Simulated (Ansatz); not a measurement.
**Nudged elastic band, with input and output: C4H13NSi (part 1 of 2)**

- system: C4H13NSi
- method: RHF/cc-pVDZ (Ansatz 0.2.0)

It belongs to a series of runs on one base structure; here: band between the two ends. Figures and captions count atoms from 1; the log counts them from 0 in places.

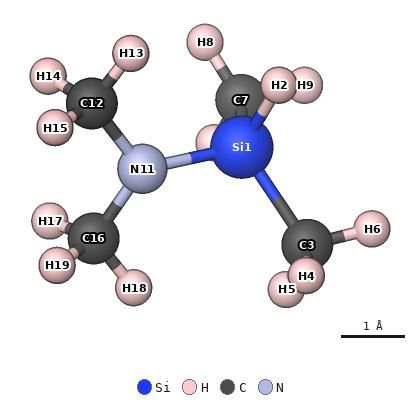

Fig. 1: The starting structure (ball-and-stick view, seen at a tilt; atoms are numbered from 1 in the order of the input).

Summary

| quantity | value |
| --- | --- |
| outcome | converged |
| barrier, forward | 4.024 eV |
| barrier, backward | 2.701 eV |
| hardware | 4 threads of Arm Neoverse V2, 24 GiB of memory available, shared host |
| wall time | 6.5 min (CPU time 24 min) |
| peak memory | 0.44 GiB |

Notes

The order of the saddle point was not checked.

Input
```yaml
crystal:
  periodic: [false, false, false]
  atoms:
    - { symbol: Si, position_ang: [0.071431, -0.110813, 0.301672] }
    - { symbol: H, position_ang: [-0.080219, -0.258638, 1.77786] }
    - { symbol: C, position_ang: [1.902615, 0.041315, -0.138296] }
    - { symbol: H, position_ang: [2.443049, -0.877548, 0.103797] }
    - { symbol: H, position_ang: [2.05667, 0.26018, -1.198846] }
    - { symbol: H, position_ang: [2.351129, 0.859547, 0.432976] }
    - { symbol: C, position_ang: [-0.8285, 1.471369, -0.22638] }
    - { symbol: H, position_ang: [-1.889566, 1.427207, 0.036565] }
    - { symbol: H, position_ang: [-0.3978, 2.348807, 0.266113] }
    - { symbol: H, position_ang: [-0.757308, 1.626108, -1.307721] }
    - { symbol: "N", position_ang: [-0.599675, -1.571739, -0.394691] }
    - { symbol: C, position_ang: [-1.784893, -2.182899, 0.168319] }
    - { symbol: H, position_ang: [-1.883994, -1.930288, 1.224762] }
    - { symbol: H, position_ang: [-2.70768, -1.869298, -0.340898] }
    - { symbol: H, position_ang: [-1.726674, -3.274785, 0.095875] }
    - { symbol: C, position_ang: [-0.389868, -1.926515, -1.781301] }
    - { symbol: H, position_ang: [-1.212581, -1.597902, -2.432677] }
    - { symbol: H, position_ang: [0.531882, -1.485022, -2.16351] }
    - { symbol: H, position_ang: [-0.299417, -3.013085, -1.892019] }
basis:
  gaussian: { orbitals: cc-pVDZ }
hamiltonian:
  xc: hf
neb:
  order_check: false
  images: 7
  f_tol: 0.05
  max_iterations: 60
  final_atoms:
    - { symbol: Si, position_ang: [-1.72813361, 0.21773932, 0.49552873] }
    - { symbol: H, position_ang: [2.56918912, 0.27603936, 1.55001635] }
    - { symbol: C, position_ang: [2.76864484, -0.31175164, 0.65253726] }
    - { symbol: H, position_ang: [1.85088302, -0.8073413, 0.33205248] }
    - { symbol: H, position_ang: [3.12577184, 0.34610869, -0.14123526] }
    - { symbol: H, position_ang: [3.52990915, -1.06196388, 0.87120718] }
    - { symbol: C, position_ang: [-1.37084923, 1.60856107, -0.78902492] }
    - { symbol: H, position_ang: [-2.04707198, 1.56019237, -1.65044123] }
    - { symbol: H, position_ang: [-1.51168643, 2.58193575, -0.31087515] }
    - { symbol: H, position_ang: [-0.34292223, 1.56898849, -1.1673791] }
    - { symbol: "N", position_ang: [-1.44625079, -1.23030102, -0.41725531] }
    - { symbol: C, position_ang: [-1.62922699, -2.51742271, 0.23492524] }
    - { symbol: H, position_ang: [-1.9176732, -2.3793165, 1.27623787] }
    - { symbol: H, position_ang: [-2.41030986, -3.10375921, -0.26121685] }
    - { symbol: H, position_ang: [-0.70556584, -3.10563642, 0.21139257] }
    - { symbol: C, position_ang: [-1.06178885, -1.38788637, -1.80765939] }
    - { symbol: H, position_ang: [-1.82776022, -1.94012027, -2.3633838] }
    - { symbol: H, position_ang: [-0.92068062, -0.42701099, -2.29251928] }
    - { symbol: H, position_ang: [-0.12587713, -1.95105372, -1.89130738] }
  initial_path:
    images:
      - { positions_ang: [[0.071431, -0.110813, 0.301672], [-0.080219, -0.258638, 1.77786], [1.902615, 0.041315, -0.138296], [2.443049, -0.877548, 0.103797], [2.05667, 0.26018, -1.198846], [2.351129, 0.859547, 0.432976], [-0.8285, 1.471369, -0.22638], [-1.889566, 1.427207, 0.036565], [-0.3978, 2.348807, 0.266113], [-0.757308, 1.626108, -1.307721], [-0.599675, -1.571739, -0.394691], [-1.784893, -2.182899, 0.168319], [-1.883994, -1.930288, 1.224762], [-2.70768, -1.869298, -0.340898], [-1.726674, -3.274785, 0.095875], [-0.389868, -1.926515, -1.781301], [-1.212581, -1.597902, -2.432677], [0.531882, -1.485022, -2.16351], [-0.299417, -3.013085, -1.892019]] }
      - { positions_ang: [[0.05212378, -0.08178976, 0.22510502], [0.1377465, -0.18826646, 1.69619282], [1.92640542, 0.03813285, 0.02509668], [2.42120215, -0.91192342, 0.17623587], [2.05244931, 0.33267011, -1.01505237], [2.42473454, 0.78430621, 0.63583941], [-0.84699445, 1.483079, -0.32883933], [-1.90538145, 1.38355033, -0.19195125], [-0.52106027, 2.33866942, 0.23544225], [-0.6672337, 1.69302493, -1.36836303], [-0.66201167, -1.55186243, -0.44593308], [-1.73397088, -2.22416835, 0.21251427], [-1.71405573, -1.99049028, 1.26208662], [-2.69668738, -1.92856715, -0.18027619], [-1.65233408, -3.30950036, 0.09042797], [-0.49201144, -1.90661669, -1.84230022], [-1.31108403, -1.52697606, -2.46663549], [0.44534168, -1.50185137, -2.23404188], [-0.45857731, -2.99541952, -1.95394808]] }
      - { positions_ang: [[0.03281655, -0.05276653, 0.14853805], [0.35571199, -0.11789493, 1.61452565], [1.95019584, 0.03495071, 0.18848936], [2.39935529, -0.94629884, 0.24867474], [2.04822862, 0.40516023, -0.83125874], [2.49834009, 0.70906542, 0.83870282], [-0.86548889, 1.494789, -0.43129865], [-1.9211969, 1.33989367, -0.42046751], [-0.64432054, 2.32853184, 0.2047715], [-0.57715939, 1.75994187, -1.42900506], [-0.72434834, -1.53198587, -0.49717516], [-1.68304877, -2.2654377, 0.25670955], [-1.54411745, -2.05069256, 1.29941124], [-2.68569475, -1.98783629, -0.01965439], [-1.57799416, -3.34421572, 0.08498095], [-0.59415488, -1.88671838, -1.90329943], [-1.40958705, -1.45605013, -2.50059398], [0.35880136, -1.51868074, -2.30457376], [-0.61773762, -2.97775404, -2.01587716]] }
      - { positions_ang: [[0.01350933, -0.02374329, 0.07197107], [0.57367749, -0.04752339, 1.53285847], [1.97398626, 0.03176856, 0.35188205], [2.37750844, -0.98067427, 0.32111361], [2.04400793, 0.47765034, -0.6474651], [2.57194563, 0.63382462, 1.04156623], [-0.88398334, 1.506499, -0.53375798], [-1.93701234, 1.296237, -0.64898376], [-0.76758082, 2.31839426, 0.17410074], [-0.48708509, 1.8268588, -1.48964709], [-0.78668501, -1.5121093, -0.54841724], [-1.63212665, -2.30670706, 0.30090482], [-1.37417918, -2.11089484, 1.33673586], [-2.67470213, -2.04710544, 0.14096742], [-1.50365424, -3.37893107, 0.07953392], [-0.69629832, -1.86682007, -1.96429865], [-1.50809008, -1.38512419, -2.53455247], [0.27226104, -1.5355101, -2.37510564], [-0.77689794, -2.96008857, -2.07780625]] }
      - { positions_ang: [[-0.00579789, 0.00527995, -0.00459591], [0.79164298, 0.02284815, 1.45119129], [1.99777669, 0.02858642, 0.51527473], [2.35566158, -1.01504969, 0.39355248], [2.03978723, 0.55014046, -0.46367147], [2.64555118, 0.55858383, 1.24442964], [-0.90247778, 1.518209, -0.63621731], [-1.95282779, 1.25258033, -0.87750001], [-0.89084109, 2.30825668, 0.14342999], [-0.39701079, 1.89377573, -1.55028912], [-0.84902167, -1.49223274, -0.59965932], [-1.58120453, -2.34797641, 0.34510009], [-1.20424091, -2.17109712, 1.37406048], [-2.6637095, -2.10637459, 0.30158922], [-1.42931432, -3.41364643, 0.07408689], [-0.79844176, -1.84692176, -2.02529787], [-1.6065931, -1.31419826, -2.56851096], [0.18572072, -1.55233947, -2.44563753], [-0.93605825, -2.94242309, -2.13973533]] }
      - { positions_ang: [[-0.43638182, 0.05839479, 0.12043525], [1.23602952, 0.08614595, 1.47589756], [2.19049373, -0.0564981, 0.54959036], [2.22946694, -0.96312259, 0.37817748], [2.31128339, 0.49913252, -0.38306242], [2.86664067, 0.1534469, 1.15112403], [-1.01957064, 1.54079702, -0.67441921], [-1.97638884, 1.32948334, -1.07073532], [-1.04605242, 2.37667645, 0.0298537], [-0.38348865, 1.81257892, -1.45456161], [-0.99832895, -1.42674981, -0.55405832], [-1.59321014, -2.39033798, 0.31755638], [-1.38259898, -2.22315197, 1.34960483], [-2.60035959, -2.35572074, 0.1608877], [-1.2483772, -3.33664393, 0.10841331], [-0.86427853, -1.73216291, -1.97088825], [-1.66188488, -1.47067876, -2.51722917], [-0.09087962, -1.27100735, -2.40735797], [-0.73351297, -2.69458075, -2.07762834]] }
      - { positions_ang: [[-0.86696575, 0.11150963, 0.24546641], [1.68041605, 0.14944375, 1.50060382], [2.38321076, -0.14158261, 0.58390599], [2.1032723, -0.91119549, 0.36280248], [2.58277954, 0.44812457, -0.30245337], [3.08773016, -0.25169003, 1.05781841], [-1.1366635, 1.56338503, -0.71262111], [-1.99994989, 1.40638635, -1.26397062], [-1.20126376, 2.44509622, -0.08372258], [-0.36996651, 1.73138211, -1.35883411], [-1.14763623, -1.36126688, -0.50845731], [-1.60521576, -2.43269956, 0.29001267], [-1.56095705, -2.27520681, 1.32514918], [-2.53700968, -2.6050669, 0.02018619], [-1.06744008, -3.25964142, 0.14273973], [-0.93011531, -1.61740407, -1.91647863], [-1.71717666, -1.62715926, -2.46594738], [-0.36747995, -0.98967523, -2.36907841], [-0.53096769, -2.44673841, -2.01552135]] }
      - { positions_ang: [[-1.29754968, 0.16462448, 0.37049757], [2.12480258, 0.21274156, 1.52531009], [2.5759278, -0.22666713, 0.61822162], [1.97707766, -0.8592684, 0.34742748], [2.85427569, 0.39711663, -0.22184431], [3.30881966, -0.65682696, 0.9645128], [-1.25375636, 1.58597305, -0.75082301], [-2.02351093, 1.48328936, -1.45720593], [-1.35647509, 2.51351598, -0.19729887], [-0.35644437, 1.6501853, -1.2631066], [-1.29694351, -1.29578395, -0.46285631], [-1.61722137, -2.47506114, 0.26246895], [-1.73931512, -2.32726166, 1.30069352], [-2.47365977, -2.85441306, -0.12051533], [-0.88650296, -3.18263892, 0.17706615], [-0.99595208, -1.50264522, -1.86206901], [-1.77246844, -1.78363977, -2.41466559], [-0.64408028, -0.70834311, -2.33079884], [-0.32842241, -2.19889607, -1.95341436]] }
      - { positions_ang: [[-1.72813361, 0.21773932, 0.49552873], [2.56918912, 0.27603936, 1.55001635], [2.76864484, -0.31175164, 0.65253726], [1.85088302, -0.8073413, 0.33205248], [3.12577184, 0.34610869, -0.14123526], [3.52990915, -1.06196388, 0.87120718], [-1.37084923, 1.60856107, -0.78902492], [-2.04707198, 1.56019237, -1.65044123], [-1.51168643, 2.58193575, -0.31087515], [-0.34292223, 1.56898849, -1.1673791], [-1.44625079, -1.23030102, -0.41725531], [-1.62922699, -2.51742271, 0.23492524], [-1.9176732, -2.3793165, 1.27623787], [-2.41030986, -3.10375921, -0.26121685], [-0.70556584, -3.10563642, 0.21139257], [-1.06178885, -1.38788637, -1.80765939], [-1.82776022, -1.94012027, -2.3633838], [-0.92068062, -0.42701099, -2.29251928], [-0.12587713, -1.95105372, -1.89130738]] }
```

Launch command:
```bash
ansatz run input.yaml --threads 4 --pin off --max-ram 5120MiB --backend cpu --events-out ev --progress --plain --runs-dir out
```

Log
```
Engine: ansatz 0.2.0, aarch64-unknown-linux-gnu
Functional definition: HF
  exchange = exact_x
  correlation = 0
1651 factors; integrals over basis functions are off by at most 3.9e-4 eV
mean field evaluation 1: about -13668.3211 eV, gradient 3.7e1 eV
mean field evaluation 2: about -13668.5364 eV, gradient 3.7e1 eV
mean field evaluation 4: about -13672.4671 eV, gradient 4.5e0 eV
mean field evaluation 8: about -13672.5289 eV, gradient 1.4e-4 eV
mean field -13672.52894004 eV, -502.4561709735 hartree, gradient 2.0e-5 eV, S^2 0.000000; 0 other end points of the search recorded, 0 dependent functions left out
the calculation of the forces begins
reference -13672.52894004 eV, -502.4561709735 hartree; 29, 29 occupied and 124, 124 virtual orbitals, 1651 factors
1651 factors; integrals over basis functions are off by at most 6.1e-4 eV
mean field evaluation 16: about -13671.1967 eV, gradient 1.6e0 eV
mean field -13671.20552432 eV, -502.4075363427 hartree, gradient 1.5e-5 eV, S^2 0.000000; 0 other end points of the search recorded, 0 dependent functions left out
[... from here on the field's lines of each further geometry are left out, up to the last ...]
NEB iter   1: max|band force component| = 1.730e1 eV/Å  barrier→ = 8.7764 eV  barrier← = 7.4530 eV  Δτ_max = 0.2000 Å  (322 SCF iters)
NEB iter   2: max|band force component| = 2.656e0 eV/Å  barrier→ = 4.1228 eV  barrier← = 2.7993 eV  Δτ_max = 0.2000 Å  (223 SCF iters)
NEB iter   3: max|band force component| = 1.350e0 eV/Å  barrier→ = 4.1300 eV  barrier← = 2.8066 eV  Δτ_max = 0.2000 Å  (226 SCF iters)
NEB iter   4: max|band force component| = 1.027e0 eV/Å  barrier→ = 4.2856 eV  barrier← = 2.9622 eV  Δτ_max = 0.2000 Å  (224 SCF iters)
NEB iter   5: max|band force component| = 8.703e0 eV/Å  barrier→ = 4.2507 eV  barrier← = 2.9273 eV  Δτ_max = 0.1011 Å  (225 SCF iters)
NEB iter   6: max|band force component| = 6.541e-1 eV/Å  barrier→ = 4.0827 eV  barrier← = 2.7592 eV  Δτ_max = 0.2000 Å  (225 SCF iters)
NEB iter   7: max|band force component| = 5.444e-1 eV/Å  barrier→ = 3.2503 eV  barrier← = 1.9268 eV  Δτ_max = 0.2000 Å  (222 SCF iters)
NEB iter   8: max|band force component| = 6.294e-1 eV/Å  barrier→ = 2.4019 eV  barrier← = 1.0785 eV  Δτ_max = 0.1014 Å  (219 SCF iters)
NEB iter   9: max|band force component| = 5.699e-1 eV/Å  barrier→ = 2.1286 eV  barrier← = 0.8052 eV  Δτ_max = 0.1005 Å  (221 SCF iters)
NEB iter  10: max|band force component| = 2.695e0 eV/Å  barrier→ = 1.9146 eV  barrier← = 0.5912 eV  CI = image 4  Δτ_max = 0.2000 Å  (222 SCF iters)
NEB iter  11: max|band force component| = 2.265e0 eV/Å  barrier→ = 2.3325 eV  barrier← = 1.0090 eV  CI = image 4  Δτ_max = 0.1966 Å  (222 SCF iters)
NEB iter  12: max|band force component| = 2.697e0 eV/Å  barrier→ = 3.2585 eV  barrier← = 1.9350 eV  CI = image 4  Δτ_max = 0.1991 Å  (218 SCF iters)
NEB iter  13: max|band force component| = 1.826e0 eV/Å  barrier→ = 4.1061 eV  barrier← = 2.7827 eV  CI = image 4  Δτ_max = 0.1984 Å  (221 SCF iters)
NEB iter  14: max|band force component| = 9.187e-1 eV/Å  barrier→ = 4.1514 eV  barrier← = 2.8280 eV  CI = image 4  Δτ_max = 0.1982 Å  (219 SCF iters)
NEB iter  15: max|band force component| = 7.177e-1 eV/Å  barrier→ = 4.1140 eV  barrier← = 2.7905 eV  CI = image 4  Δτ_max = 0.1982 Å  (218 SCF iters)
NEB iter  16: max|band force component| = 5.014e-1 eV/Å  barrier→ = 4.0761 eV  barrier← = 2.7527 eV  CI = image 4  Δτ_max = 0.0779 Å  (211 SCF iters)
NEB iter  17: max|band force component| = 1.752e-1 eV/Å  barrier→ = 4.0538 eV  barrier← = 2.7304 eV  CI = image 4  Δτ_max = 0.0641 Å  (215 SCF iters)
NEB iter  18: max|band force component| = 9.143e-2 eV/Å  barrier→ = 4.0470 eV  barrier← = 2.7236 eV  CI = image 4  Δτ_max = 0.1295 Å  (212 SCF iters)
NEB iter  19: max|band force component| = 1.365e-1 eV/Å  barrier→ = 4.0422 eV  barrier← = 2.7188 eV  CI = image 4  Δτ_max = 0.0652 Å  (217 SCF iters)
NEB iter  20: max|band force component| = 1.151e-1 eV/Å  barrier→ = 4.0389 eV  barrier← = 2.7154 eV  CI = image 4  Δτ_max = 0.1298 Å  (218 SCF iters)
NEB iter  21: max|band force component| = 8.214e-2 eV/Å  barrier→ = 4.0335 eV  barrier← = 2.7101 eV  CI = image 4  Δτ_max = 0.1302 Å  (212 SCF iters)
NEB iter  22: max|band force component| = 1.389e-1 eV/Å  barrier→ = 4.0297 eV  barrier← = 2.7062 eV  CI = image 4  Δτ_max = 0.0652 Å  (216 SCF iters)
NEB iter  23: max|band force component| = 1.134e-1 eV/Å  barrier→ = 4.0278 eV  barrier← = 2.7044 eV  CI = image 4  Δτ_max = 0.0652 Å  (206 SCF iters)
NEB iter  24: max|band force component| = 6.038e-2 eV/Å  barrier→ = 4.0263 eV  barrier← = 2.7029 eV  CI = image 4  Δτ_max = 0.1303 Å  (216 SCF iters)
NEB iter  25: max|band force component| = 8.709e-2 eV/Å  barrier→ = 4.0251 eV  barrier← = 2.7017 eV  CI = image 4  Δτ_max = 0.1304 Å  (224 SCF iters)
NEB iter  26: max|band force component| = 8.771e-2 eV/Å  barrier→ = 4.0249 eV  barrier← = 2.7015 eV  CI = image 4  Δτ_max = 0.1304 Å  (225 SCF iters)
NEB iter  27: max|band force component| = 8.937e-2 eV/Å  barrier→ = 4.0248 eV  barrier← = 2.7014 eV  CI = image 4  Δτ_max = 0.1302 Å  (211 SCF iters)
NEB iter  28: max|band force component| = 1.112e-1 eV/Å  barrier→ = 4.0246 eV  barrier← = 2.7012 eV  CI = image 4  Δτ_max = 0.0652 Å  (195 SCF iters)
NEB iter  29: max|band force component| = 6.773e-2 eV/Å  barrier→ = 4.0246 eV  barrier← = 2.7012 eV  CI = image 4  Δτ_max = 0.1301 Å  (196 SCF iters)
NEB iter  30: max|band force component| = 5.947e-2 eV/Å  barrier→ = 4.0246 eV  barrier← = 2.7011 eV  CI = image 4  Δτ_max = 0.0830 Å  (194 SCF iters)
NEB iter  31: max|band force component| = 5.790e-2 eV/Å  barrier→ = 4.0245 eV  barrier← = 2.7011 eV  CI = image 4  Δτ_max = 0.0969 Å  (191 SCF iters)
the calculation of the forces begins
reference -13671.19891847 eV, -502.4072935824 hartree; 29, 29 occupied and 124, 124 virtual orbitals, 1651 factors
1651 factors; integrals over basis functions are off by at most 9.7e-4 eV
mean field -13668.50439711 eV, -502.3082717487 hartree, gradient 9.8e-6 eV, S^2 0.000000; 1 other end points of the search recorded, 0 dependent functions left out
the calculation of the forces begins
reference -13668.50439711 eV, -502.3082717487 hartree; 29, 29 occupied and 124, 124 virtual orbitals, 1651 factors
NEB iter  32: max|band force component| = 4.950e-2 eV/Å  barrier→ = 4.0245 eV  barrier← = 2.7011 eV  CI = image 4  Δτ_max = 0.0000 Å  (443 SCF iters)
```
